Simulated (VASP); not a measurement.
Band structure of C (graphite). Method: rev-vdW-DF2, VASP's PBE PAW potentials (set 64) (plane waves; VASP).

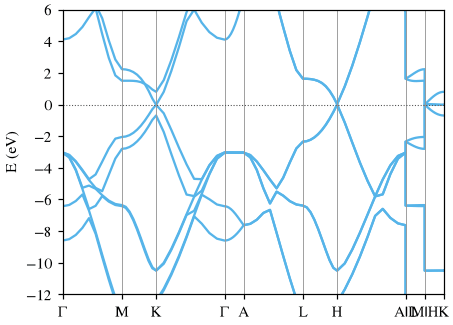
Figure. Bands along high-symmetry lines, zero at the valence-band maximum or, without a gap, the Fermi level

### Question
Read the plot: is there a gap, and where are the band edges?

### Answer
It has no gap at this level: it comes out as a metal or semimetal. (Edges off the drawn lines would not show.)

The compound is C in the graphite structure. It was relaxed first.
